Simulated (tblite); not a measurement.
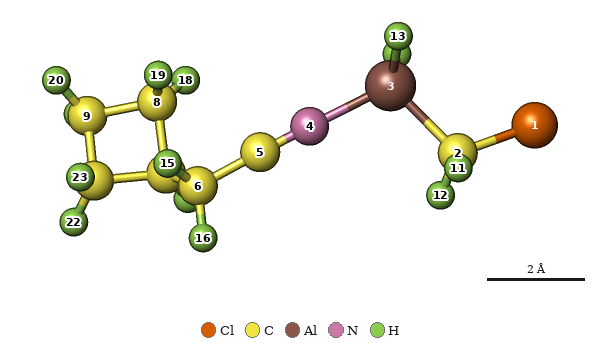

The starting structure (ball-and-stick view, seen at a tilt; atoms are numbered from 1 in the order of the input). Sticks mark near contacts. Bond lengths as drawn: Al–C 1.99 Å, Al–H 1.58 to 1.59 Å, Al–N 1.89 Å, C–C 1.48 to 1.52 Å, C–Cl 1.76 Å, C–H 1.09 to 1.13 Å and C–N 1.16 Å.

## Geometry relaxation, with input and output: C$_{7}$H$_{13}$AlClN (part 1 of 3)

- system: C$_{7}$H$_{13}$AlClN, SMILES Cl[CH2][AlH2-][N+]#CCC1CCC1
- method: GFN2-xTB geometry optimisation, gas phase (tblite 0.8.0)

**The input**
```
{"job": {"kind": "relax", "xc": "GFN2-xTB", "basis": "xTB"}, "charge": 0, "multiplicity": 1}
Cl     5.945900     1.458400    -0.261800
C      4.559400     0.426100     0.069400
Al     2.969300     1.437500     0.697400
N      1.472000     0.293500     0.593900
C      0.563900    -0.431000     0.537100
C     -0.586900    -1.351600     0.413400
C     -1.520000    -0.736000    -0.591300
C     -1.954900     0.626700    -0.085700
C     -3.385100     0.188100    -0.343600
C     -2.929500    -1.239600    -0.360800
H      4.821100    -0.271000     0.890800
H      4.230000    -0.205600    -0.784900
H      3.210000     1.914600     2.199700
H      2.727400     2.622100    -0.325500
H     -1.111200    -1.383800     1.409500
H     -0.299600    -2.341100     0.049300
H     -1.169700    -0.762200    -1.636500
H     -1.596200     1.472500    -0.684800
H     -1.824000     0.742300     1.025000
H     -4.015000     0.500600     0.524600
H     -3.787100     0.612600    -1.279900
H     -3.318000    -1.880800    -1.177800
H     -3.006500    -1.665500     0.678300
```

The first line tells a small driver script what to run in tblite; the rest is the geometry in Å.

Run on 1 CPU thread, shared host.

Launch command:
```bash
OMP_NUM_THREADS=1 python <driver script> task.json out
```

**Output**
```
step      E/eV     max force
  0    -818.67581    2.592
  1    -819.02447    2.029
  2    -819.14016    6.073
  3    -819.37446    2.096
  4    -819.46752    1.117
  5    -819.56769    0.658
  6    -819.60899    0.708
  7    -819.65943    0.431
  8    -819.68891    0.418
  9    -819.71790    0.373
 10    -819.74892    0.453
 11    -819.78703    0.566
 12    -819.82685    0.727
 13    -819.86525    0.755
 14    -819.90098    0.633
 15    -819.93776    0.427
 16    -819.96515    0.333
 17    -819.98333    0.360
 18    -820.00219    0.311
 19    -820.02241    0.375
 20    -820.03978    0.280
 21    -820.05073    0.254
 22    -820.05680    0.223
 23    -820.06178    0.162
 24    -820.06721    0.131
 25    -820.07063    0.105
 26    -820.07276    0.123
 27    -820.07469    0.115
 28    -820.07683    0.098
 29    -820.07891    0.119
 30    -820.08054    0.110
 31    -820.08175    0.077
 32    -820.08276    0.071
 33    -820.08372    0.067
 34    -820.08471    0.091
 35    -820.08579    0.100
 36    -820.08689    0.078
 37    -820.08785    0.065
 38    -820.08858    0.061
 39    -820.08921    0.074
 40    -820.08991    0.069
 41    -820.09074    0.067
 42    -820.09159    0.057
 43    -820.09238    0.063
 44    -820.09315    0.075
 45    -820.09403    0.067
 46    -820.09496    0.057
 47    -820.09571    0.056
 48    -820.09623    0.048
 49    -820.09668    0.061
 50    -820.09724    0.058
 51    -820.09788    0.056
 52    -820.09843    0.049
 53    -820.09881    0.039
 54    -820.09909    0.039
 55    -820.09937    0.036
 56    -820.09966    0.043
 57    -820.09992    0.031
 58    -820.10015    0.037
 59    -820.10040    0.039
 60    -820.10073    0.044
 61    -820.10108    0.045
 62    -820.10142    0.052
 63    -820.10174    0.046
 64    -820.10209    0.042
 65    -820.10249    0.053
 66    -820.10290    0.046
 67    -820.10326    0.041
 68    -820.10360    0.046
 69    -820.10402    0.052
 70    -820.10454    0.063
 71    -820.10508    0.067
 72    -820.10554    0.051
 73    -820.10589    0.042
 74    -820.10621    0.039
 75    -820.10653    0.041
 76    -820.10684    0.040
 77    -820.10711    0.035
 78    -820.10738    0.034
 79    -820.10768    0.045
 80    -820.10805    0.058
 81    -820.10849    0.055
 82    -820.10893    0.043
 83    -820.10935    0.054
 84    -820.10976    0.064
 85    -820.11026    0.075
 86    -820.11098    0.073
 87    -820.11171    0.061
 88    -820.11225    0.058
 89    -820.11270    0.051
 90    -820.11322    0.051
 91    -820.11385    0.064
 92    -820.11453    0.064
 93    -820.11502    0.081
 94    -820.11537    0.047
 95    -820.11566    0.045
 96    -820.11608    0.043
 97    -820.11648    0.044
 98    -820.11678    0.036
 99    -820.11698    0.034
100    -820.11715    0.028
101    -820.11734    0.028
102    -820.11754    0.036
103    -820.11771    0.032
104    -820.11789    0.035
105    -820.11808    0.027
106    -820.11829    0.033
107    -820.11847    0.027
108    -820.11861    0.031
109    -820.11875    0.029
110    -820.11893    0.028
111    -820.11915    0.048
112    -820.11936    0.030
113    -820.11954    0.033
114    -820.11975    0.033
115    -820.12004    0.034
116    -820.12037    0.038
117    -820.12066    0.045
118    -820.12092    0.040
119    -820.12119    0.037
120    -820.12154    0.038
121    -820.12184    0.034
122    -820.12203    0.031
123    -820.12217    0.031
124    -820.12234    0.025
125    -820.12252    0.022
126    -820.12265    0.020
127    -820.12272    0.022
128    -820.12282    0.020
129    -820.12294    0.032
130    -820.12307    0.033
131    -820.12320    0.024
132    -820.12331    0.029
133    -820.12344    0.028
134    -820.12359    0.028
135    -820.12376    0.029
136    -820.12397    0.038
137    -820.12424    0.053
138    -820.12457    0.060
139    -820.12491    0.049
140    -820.12522    0.038
141    -820.12549    0.045
142    -820.12576    0.042
143    -820.12605    0.043
144    -820.12639    0.038
145    -820.12678    0.043
146    -820.12719    0.050
147    -820.12755    0.052
148    -820.12780    0.054
149    -820.12805    0.051
150    -820.12832    0.047
151    -820.12866    0.045
152    -820.12913    0.050
153    -820.12972    0.054
154    -820.13041    0.054
155    -820.13131    0.068
156    -820.13220    0.063
157    -820.13298    0.074
158    -820.13357    0.049
159    -820.13409    0.045
160    -820.13468    0.082
161    -820.13529    0.087
162    -820.13602    0.072
163    -820.13653    0.040
164    -820.13690    0.045
165    -820.13739    0.057
166    -820.13792    0.055
167    -820.13851    0.055
168    -820.13910    0.059
169    -820.13988    0.066
170    -820.14093    0.079
171    -820.14204    0.069
172    -820.14277    0.065
173    -820.14350    0.064
174    -820.14409    0.076
175    -820.14440    0.078
176    -820.14489    0.039
177    -820.14526    0.042
178    -820.14571    0.045
179    -820.14601    0.048
180    -820.14624    0.031
181    -820.14641    0.025
182    -820.14649    0.022
183    -820.14657    0.018
184    -820.14662    0.015
185    -820.14666    0.018
186    -820.14669    0.016
187    -820.14673    0.011
188    -820.14675    0.011
189    -820.14677    0.011
190    -820.14679    0.009
```

**Trajectory as extended XYZ (Å, eV, eV/Å), 21 of the 191 frames kept, from step=0 to step=190**
```
23
Properties=species:S:1:pos:R:3:forces:R:3 step=0 energy=-818.67581
Cl    5.9459    1.4584   -0.2618   -0.0920  -0.1030  -0.1890
C     4.5594    0.4261    0.0694   -1.0890  -1.1610   0.4230
Al    2.9693    1.4375    0.6974    1.0290   2.1670   0.3110
N     1.4720    0.2935    0.5939   -1.4690  -1.1560  -0.0630
C     0.5639   -0.4310    0.5371    0.1290  -0.7190   0.0310
C    -0.5869   -1.3516    0.4134    1.7780   0.6460   0.5800
C    -1.5200   -0.7360   -0.5913    0.4730  -0.0110   0.3650
C    -1.9549    0.6267   -0.0857    0.0360   0.9470  -0.0780
C    -3.3851    0.1881   -0.3436   -1.5600   1.9160   0.7840
C    -2.9295   -1.2396   -0.3608   -0.6100  -1.2020  -0.3080
H     4.8211   -0.2710    0.8908    0.3920  -0.0060  -0.3810
H     4.2300   -0.2056   -0.7849    0.9610   0.1570  -0.0840
H     3.2100    1.9146    2.1997   -0.4260  -0.3540  -0.1940
H     2.7274    2.6221   -0.3255   -0.4220  -0.3120   0.1140
H    -1.1112   -1.3838    1.4095    0.7070  -0.1900  -0.7970
H    -0.2996   -2.3411    0.0493    0.3330  -0.0010   0.4730
H    -1.1697   -0.7622   -1.6365   -0.0640  -0.0110   0.5350
H    -1.5962    1.4725   -0.6848   -0.0070  -0.0050   0.6210
H    -1.8240    0.7423    1.0250    0.3460   0.2210  -1.2150
H    -4.0150    0.5006    0.5246   -0.1440  -0.3900  -0.9290
H    -3.7871    0.6126   -1.2799    0.0230  -0.4770   0.4430
H    -3.3180   -1.8808   -1.1778   -0.0510   0.1130   0.8670
H    -3.0065   -1.6655    0.6783   -0.2740  -0.0690  -1.3110
23
Properties=species:S:1:pos:R:3:forces:R:3 step=10 energy=-819.74892
Cl    5.7822    1.4875   -0.2419   -0.3390   0.1120   0.1810
C     4.4863    0.2660    0.0939   -0.1930   0.0550   0.0080
Al    3.0699    1.6022    0.6929    0.0170   0.0880   0.0230
N     1.5121    0.2791    0.6227    0.2720   0.1590  -0.0260
C     0.6655   -0.4899    0.5297   -0.1070  -0.1120   0.0760
C    -0.4642   -1.3560    0.4301   -0.3820   0.0270  -0.2420
C    -1.5075   -0.7204   -0.5274   -0.0680   0.0400   0.1090
C    -1.9823    0.6890   -0.0990    0.0250  -0.1470  -0.0940
C    -3.4412    0.2445   -0.3274    0.1290  -0.1940   0.0080
C    -2.9660   -1.2254   -0.3652    0.1510   0.2040  -0.0980
H     4.9076   -0.4048    0.8465    0.1120  -0.0810  -0.0210
H     4.3975   -0.2953   -0.8376    0.0450  -0.1510  -0.0730
H     3.0937    1.9258    2.2532   -0.0270  -0.0220  -0.4090
H     2.5837    2.6986   -0.3475    0.1140  -0.2460   0.2660
H    -0.9362   -1.4503    1.4141    0.1540   0.0690   0.0660
H    -0.1795   -2.3644    0.1100    0.0900   0.1700  -0.0930
H    -1.1523   -0.7580   -1.5686   -0.1120   0.0080   0.3560
H    -1.6114    1.5414   -0.6700   -0.1030  -0.1800  -0.0690
H    -1.7455    0.8748    0.9511   -0.1710   0.0000  -0.0740
H    -4.1579    0.4874    0.4487    0.0220   0.0400   0.1780
H    -3.8625    0.5812   -1.2739    0.1930  -0.0390  -0.0130
H    -3.3744   -1.8468   -1.1648    0.1580   0.1080   0.0580
H    -3.1225   -1.7393    0.5861    0.0200   0.0900  -0.1160
23
Properties=species:S:1:pos:R:3:forces:R:3 step=19 energy=-820.02241
Cl    5.3805    1.6256   -0.0745   -0.0590   0.2030   0.0800
C     4.4225    0.0950    0.0835   -0.0480   0.0280   0.0240
Al    3.1329    1.5649    0.6452   -0.2280   0.1850   0.1130
N     1.5938    0.2695    0.6137    0.1150   0.2020  -0.0170
C     0.7066   -0.4509    0.5322   -0.1000  -0.0950   0.0480
C    -0.4239   -1.3182    0.4553   -0.2940   0.0740  -0.2210
C    -1.5038   -0.6967   -0.4605   -0.1230  -0.0150  -0.0330
C    -2.0061    0.7143   -0.0931    0.1130  -0.1340  -0.0510
C    -3.4516    0.2459   -0.3197    0.1080  -0.1920  -0.0220
C    -2.9620   -1.2173   -0.3546    0.2250   0.0160  -0.0420
H     4.9781   -0.4997    0.8081    0.0450  -0.1740  -0.0320
H     4.4855   -0.3931   -0.8898    0.0820  -0.1000  -0.0300
H     3.0638    1.9452    2.1604    0.1690  -0.1110  -0.0450
H     2.5620    2.6603   -0.3099    0.0430  -0.1350  -0.1290
H    -0.8085   -1.4590    1.4699   -0.0400  -0.0160  -0.0360
H    -0.1075   -2.2821    0.0472   -0.0150  -0.0340   0.0860
H    -1.1501   -0.7420   -1.4982   -0.0320   0.0460   0.1880
H    -1.6508    1.5098   -0.7462   -0.0220   0.0190   0.1320
H    -1.8012    0.9732    0.9451    0.0130   0.0290  -0.0750
H    -4.1628    0.4902    0.4670    0.0210   0.0020  -0.0990
H    -3.8322    0.5717   -1.2856   -0.1000  -0.0070   0.0970
H    -3.3022   -1.8128   -1.2072    0.0560   0.0860   0.2000
H    -3.1677   -1.7670    0.5678    0.0720   0.1250  -0.1360
23
Properties=species:S:1:pos:R:3:forces:R:3 step=28 energy=-820.07683
Cl    5.3164    1.6738   -0.0090    0.0240  -0.0680   0.0350
C     4.4098    0.0950    0.0916    0.0710  -0.0530  -0.0410
Al    3.1034    1.5565    0.6449    0.0020   0.0200   0.0180
N     1.5457    0.3080    0.6063    0.0240   0.0550   0.0330
C     0.6845   -0.4467    0.5417   -0.0100  -0.0270   0.0230
C    -0.4439   -1.3162    0.4489   -0.0390   0.0390  -0.0410
C    -1.4933   -0.6846   -0.4782   -0.0630  -0.0180  -0.0260
C    -1.9976    0.7168   -0.0975   -0.0060  -0.0160  -0.0080
C    -3.4410    0.2386   -0.3241   -0.0140  -0.0650   0.0090
C    -2.9347   -1.2146   -0.3600    0.0200  -0.0130   0.0060
H     4.9827   -0.5216    0.7880    0.0020   0.0150   0.0520
H     4.5147   -0.3766   -0.8890    0.0080   0.0650  -0.0610
H     3.1514    1.9037    2.1656   -0.0210   0.0020  -0.0510
H     2.5632    2.5960   -0.3867   -0.0740  -0.0470   0.0080
H    -0.8607   -1.4477    1.4516    0.0080   0.0050   0.0190
H    -0.1288   -2.2913    0.0685    0.0070  -0.0060   0.0130
H    -1.1357   -0.7193   -1.5090    0.0220   0.0140   0.0300
H    -1.6441    1.5323   -0.7226   -0.0230   0.0180  -0.0030
H    -1.7975    0.9637    0.9436    0.0030   0.0070  -0.0080
H    -4.1475    0.4744    0.4689    0.0080  -0.0060  -0.0400
H    -3.8550    0.5615   -1.2770    0.0290   0.0110   0.0370
H    -3.2808   -1.8332   -1.1878    0.0020   0.0500   0.0670
H    -3.1161   -1.7416    0.5774    0.0190   0.0180  -0.0710
23
Properties=species:S:1:pos:R:3:forces:R:3 step=38 energy=-820.08858
Cl    5.3300    1.6673    0.0514   -0.0050  -0.0010   0.0100
C     4.4242    0.0839    0.0755    0.0530   0.0050  -0.0300
Al    3.1025    1.5366    0.6316    0.0210   0.0120   0.0220
N     1.5382    0.3249    0.6449    0.0080  -0.0460   0.0230
C     0.6803   -0.4314    0.5593   -0.0010  -0.0300   0.0130
C    -0.4469   -1.3001    0.4525   -0.0120  -0.0020   0.0070
C    -1.4896   -0.6745   -0.4830   -0.0260   0.0010  -0.0080
C    -2.0029    0.7218   -0.0971   -0.0360   0.0120   0.0020
C    -3.4423    0.2318   -0.3201   -0.0210  -0.0150   0.0000
C    -2.9253   -1.2164   -0.3644   -0.0180   0.0140   0.0010
H     4.9789   -0.5489    0.7734   -0.0200  -0.0020   0.0090
H     4.5657   -0.3455   -0.9196   -0.0070   0.0090  -0.0250
H     3.1530    1.9079    2.1403   -0.0090   0.0170   0.0210
H     2.4908    2.5245   -0.4070    0.0150   0.0010  -0.0440
H    -0.8690   -1.4300    1.4536   -0.0100   0.0010   0.0130
H    -0.1304   -2.2771    0.0780    0.0250   0.0020   0.0110
H    -1.1174   -0.7038   -1.5076   -0.0100   0.0050  -0.0130
H    -1.6701    1.5441   -0.7248    0.0160  -0.0030   0.0010
H    -1.7956    0.9718    0.9418   -0.0040   0.0010   0.0000
H    -4.1564    0.4632    0.4668    0.0190  -0.0170  -0.0060
H    -3.8486    0.5637   -1.2730   -0.0120  -0.0340   0.0160
H    -3.2818   -1.8349   -1.1861    0.0410   0.0370  -0.0050
H    -3.0920   -1.7519    0.5697   -0.0100   0.0340  -0.0200
```
